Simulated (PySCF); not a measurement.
Run report: WBr2O2, geometry relaxation

WBr2O2, SMILES [O]=[W](=[O])([Br])[Br], computed with PBE0-D3(BJ)/def2-SVP geometry optimisation, gas phase (PySCF 2.14.0).

It belongs to a series of runs on one base structure; here: ligand (both): Cl to Br.

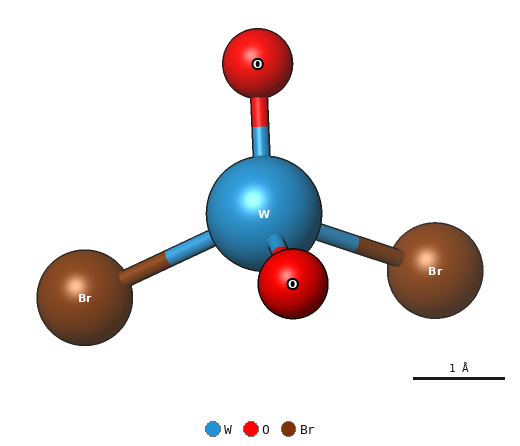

*The structure as given in the input (ball-and-stick view, seen at a tilt). Sticks mark near contacts.*

Bond lengths as drawn: Br–W 2.38 to 2.44 Å and O–W 1.57 to 1.65 Å.

### Input
```
{"job": {"xc": "PBE0", "basis": "def2-SVP", "d3": "d3bj", "grid": 1, "maxiter": 30, "shake": 0.03, "kind": "geom"}, "charge": 0, "multiplicity": 1}
W      0.234950    -0.077680     0.135650
O      0.044530    -0.026060     1.778260
O      1.634720     0.000030    -0.580800
Br    -0.868460     1.939970    -0.670610
Br    -0.970890    -1.946740    -0.724620
```

The first line tells a small driver script what to run in PySCF; the rest is the geometry in Å.

Hardware: 1 CPU thread, shared host.

Command:
```bash
OMP_NUM_THREADS=1 python <driver script> task.json out
```

### The program's output
```
step   0  E = -5364.51714310  max force = 0.234658
step   1  E = -5364.55703151  max force = 0.033167
step   2  E = -5364.56009896  max force = 0.016573
step   3  E = -5364.56040329  max force = 0.001756
step   4  E = -5364.56046514  max force = 0.003067
step   5  E = -5364.56047366  max force = 0.003844
step   6  E = -5364.56048086  max force = 0.002558
step   7  E = -5364.56052586  max force = 0.003273
step   8  E = -5364.56054422  max force = 0.002767
step   9  E = -5364.56055974  max force = 0.000847
step  10  E = -5364.56056564  max force = 0.000776
step  11  E = -5364.56055971  max force = 0.001114
step  12  E = -5364.56056307  max force = 0.000801
optimisation converged
```

### Trajectory as extended XYZ (Å, eV, eV/Å), 13 frames, from step=0 to step=12
```
5
Properties=species:S:1:pos:R:3:forces:R:3 step=0 energy=-145975.94679
W     0.2349   -0.0777    0.1356  -12.0666   0.5059  -1.2225
O     0.0445   -0.0261    1.7783    1.4416   0.0239   4.3657
O     1.6347    0.0000   -0.5808   10.5934   0.2912  -3.1022
Br   -0.8685    1.9400   -0.6706    0.1264  -0.2830   0.1178
Br   -0.9709   -1.9467   -0.7246   -0.0948  -0.5380  -0.1588
5
Properties=species:S:1:pos:R:3:forces:R:3 step=1 energy=-145977.03221
W     0.1359   -0.0505    0.0872    0.9402   0.6639   0.6147
O     0.1262   -0.0357    1.8124    0.3183  -0.1142  -1.7055
O     1.7507   -0.0191   -0.5135   -1.4722  -0.1741   0.9526
Br   -0.9265    1.9833   -0.6983    0.1458  -0.2843   0.1339
Br   -1.0114   -1.9885   -0.7499    0.0679  -0.0913   0.0044
5
Properties=species:S:1:pos:R:3:forces:R:3 step=2 energy=-145977.11568
W     0.1060   -0.0274    0.0685    0.8522  -0.1488  -0.1250
O     0.1566   -0.0452    1.7586   -0.1452  -0.0230   0.1097
O     1.7322   -0.0320   -0.4347   -0.5995  -0.0334   0.1021
Br   -0.9222    1.9944   -0.6922   -0.1148   0.3002  -0.0672
Br   -0.9978   -2.0002   -0.7623    0.0072  -0.0949  -0.0195
5
Properties=species:S:1:pos:R:3:forces:R:3 step=3 energy=-145977.12396
W     0.1095   -0.0267    0.0666   -0.0082   0.0441  -0.0903
O     0.1368   -0.0579    1.7580   -0.0691  -0.0147   0.0311
O     1.7289   -0.0422   -0.4232   -0.0528  -0.0116  -0.0079
Br   -0.9177    2.0281   -0.6903    0.0698  -0.0590   0.0524
Br   -0.9828   -2.0118   -0.7733    0.0603   0.0411   0.0148
5
Properties=species:S:1:pos:R:3:forces:R:3 step=4 energy=-145977.12564
W     0.1076   -0.0255    0.0644   -0.1577   0.0090   0.0297
O     0.1116   -0.0696    1.7571   -0.0116  -0.0098  -0.0243
O     1.7271   -0.0464   -0.4163    0.1182  -0.0026  -0.0065
Br   -0.9009    2.0386   -0.6786    0.0354  -0.0047   0.0214
Br   -0.9705   -2.0076   -0.7887    0.0157   0.0081  -0.0202
5
Properties=species:S:1:pos:R:3:forces:R:3 step=5 energy=-145977.12588
W     0.1010   -0.0254    0.0612   -0.1931  -0.0227   0.0537
O     0.0640   -0.1012    1.7521    0.0246  -0.0129  -0.0017
O     1.7280   -0.0560   -0.3893    0.1977   0.0052   0.0095
Br   -0.8629    2.0673   -0.6499    0.0088   0.0269  -0.0092
Br   -0.9553   -1.9953   -0.8362   -0.0380   0.0035  -0.0523
5
Properties=species:S:1:pos:R:3:forces:R:3 step=6 energy=-145977.12607
W     0.0956   -0.0269    0.0593   -0.0852  -0.0398   0.0576
O     0.0242   -0.1333    1.7473    0.0241  -0.0197  -0.0014
O     1.7318   -0.0677   -0.3610    0.1316   0.0049   0.0360
Br   -0.8235    2.0932   -0.6211   -0.0040   0.0407  -0.0337
Br   -0.9534   -1.9757   -0.8866   -0.0664   0.0139  -0.0585
5
Properties=species:S:1:pos:R:3:forces:R:3 step=7 energy=-145977.12730
W     0.0932   -0.0296    0.0597    0.1683  -0.0379   0.0167
O     0.0080   -0.1523    1.7454   -0.0149  -0.0235   0.0034
O     1.7379   -0.0760   -0.3417   -0.0915  -0.0025   0.0595
Br   -0.7988    2.1051   -0.6076   -0.0065   0.0377  -0.0368
Br   -0.9654   -1.9576   -0.9179   -0.0553   0.0262  -0.0427
5
Properties=species:S:1:pos:R:3:forces:R:3 step=8 energy=-145977.12780
W     0.0955   -0.0296    0.0597    0.1423  -0.0329   0.0247
O     0.0096   -0.1535    1.7452   -0.0207  -0.0196   0.0001
O     1.7406   -0.0755   -0.3392   -0.0842  -0.0040   0.0456
Br   -0.8025    2.1032   -0.6096    0.0040   0.0286  -0.0293
Br   -0.9684   -1.9551   -0.9182   -0.0414   0.0278  -0.0411
5
Properties=species:S:1:pos:R:3:forces:R:3 step=9 energy=-145977.12822
W     0.1004   -0.0290    0.0600   -0.0187  -0.0262   0.0436
O     0.0096   -0.1562    1.7451   -0.0097  -0.0122   0.0000
O     1.7443   -0.0759   -0.3360    0.0300  -0.0055   0.0184
Br   -0.8077    2.1002   -0.6126    0.0214   0.0188  -0.0192
Br   -0.9718   -1.9495   -0.9187   -0.0231   0.0250  -0.0428
5
Properties=species:S:1:pos:R:3:forces:R:3 step=10 energy=-145977.12838
W     0.1032   -0.0292    0.0610    0.0152  -0.0168   0.0209
O     0.0124   -0.1574    1.7459   -0.0172  -0.0085   0.0071
O     1.7483   -0.0752   -0.3338   -0.0229  -0.0074   0.0199
Br   -0.8123    2.0963   -0.6164    0.0320   0.0116  -0.0080
Br   -0.9767   -1.9450   -0.9187   -0.0071   0.0211  -0.0399
5
Properties=species:S:1:pos:R:3:forces:R:3 step=11 energy=-145977.12822
W     0.1063   -0.0285    0.0612   -0.0573  -0.0125   0.0388
O     0.0074   -0.1629    1.7454   -0.0081  -0.0011  -0.0024
O     1.7519   -0.0766   -0.3281    0.0236  -0.0040   0.0106
Br   -0.8139    2.0959   -0.6165    0.0442   0.0068  -0.0029
Br   -0.9768   -1.9384   -0.9242   -0.0024   0.0108  -0.0441
5
Properties=species:S:1:pos:R:3:forces:R:3 step=12 energy=-145977.12831
W     0.1048   -0.0289    0.0612   -0.0234  -0.0160   0.0316
O     0.0123   -0.1585    1.7461   -0.0136  -0.0050   0.0002
O     1.7497   -0.0757   -0.3327    0.0028  -0.0063   0.0141
Br   -0.8142    2.0951   -0.6175    0.0374   0.0103  -0.0047
Br   -0.9777   -1.9425   -0.9192   -0.0031   0.0170  -0.0412
```

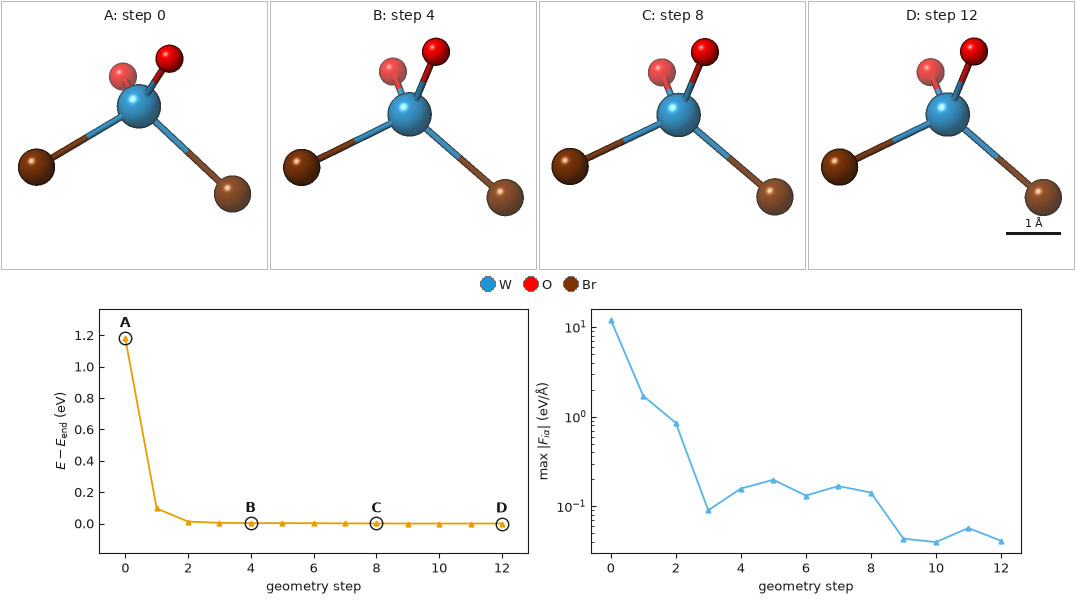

*Frames of the relaxation (ball-and-stick view, seen at a tilt) above the curves, on which the letters mark them (steps are counted from 0).*

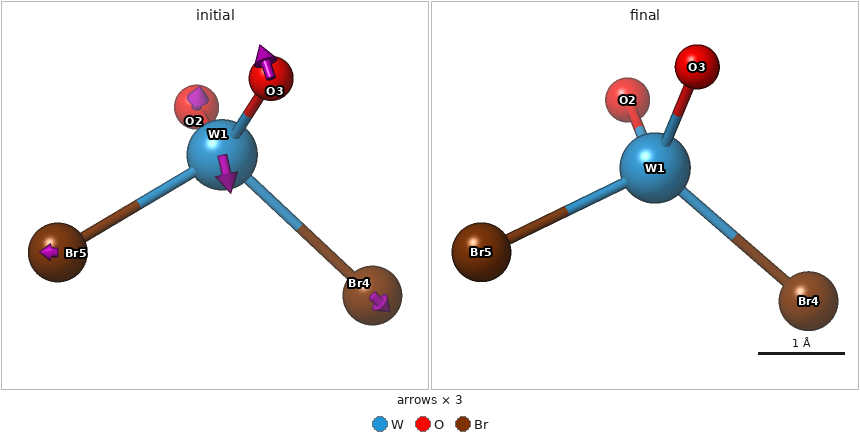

*Before (left) and after (right) the relaxation, at one scale (ball-and-stick view, seen at a tilt). The pink arrows give the displacements, magnified 3 times.*

After 12 geometry steps the energy has fallen by 1.182 eV. The largest force component goes from 12 to 0.041 eV/Å. The atom that moves furthest after the best rigid fit is W1 (0.16 Å). Largest moves by element: W 0.16 Å, O 0.15 Å, Br 0.11 Å. Among the contacts that change: W1–O3 1.574 → 1.692 Å, W1–O2 1.654 → 1.692 Å, W1–Br4 2.437 → 2.412 Å, W1–Br5 2.385 → 2.407 Å. Among the angles that change: O2–W1–O3 123.5° → 106.4°, O3–W1–Br4 102.2° → 109.2°, Br4–W1–Br5 107.5° → 114.5°. (Atoms are counted from 1 in the order of the input.)

### Key numbers

```tsv
quantity	value
outcome	converged
total energy	−5364.560563 hartree
dipole moment	2.03 D
point group	C2v
wall time	2.3 min
peak memory	0.49 GiB
```
